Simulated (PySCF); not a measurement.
Molecule: SMILES Cc1ccccc1 (C7H8). Atoms near the plane z = 0.0 Å, at the GFN2-xTB optimised geometry (x, y, z in Å): C1 (-1.5, -1.9, 0.0), C2 (-0.7, -0.6, 0.0), C3 (-1.4, 0.6, 0.0), C4 (-0.7, 1.8, 0.0), C5 (0.7, 1.8, 0.0), C6 (1.4, 0.6, 0.0), C7 (0.7, -0.6, 0.0), H8 (-0.9, -2.7, -0.4), H9 (-2.4, -1.8, -0.5), H10 (-1.7, -2.2, 1.1), H11 (-2.5, 0.6, 0.0), H12 (-1.2, 2.7, 0.0), H13 (1.3, 2.7, 0.0), H14 (2.5, 0.5, 0.0), H15 (1.2, -1.6, 0.0).

Calculation: PBE0/def2-TZVP (PySCF). Cells within 0.4 Å of a nucleus heavier than hydrogen are left out (blank, or x). The values are rescaled to run from 0 to 1.

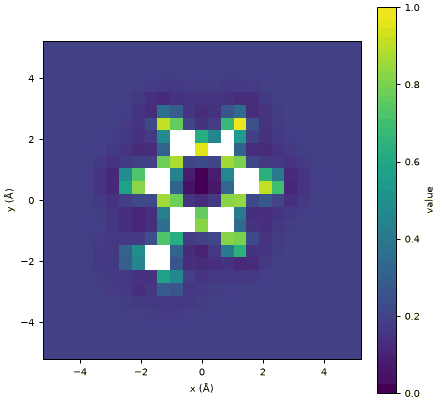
Figure. a field on the plane z = 0.0 Å.

Q: Which quantity is mapped?
(A) deformation density (molecule minus spherical neutral atoms)
(B) Laplacian of the electron density
(C) electrostatic potential
(D) log10 of the electron density

A: A, deformation density (molecule minus spherical neutral atoms). In full: deformation density (molecule minus spherical neutral atoms) (e/bohr³).
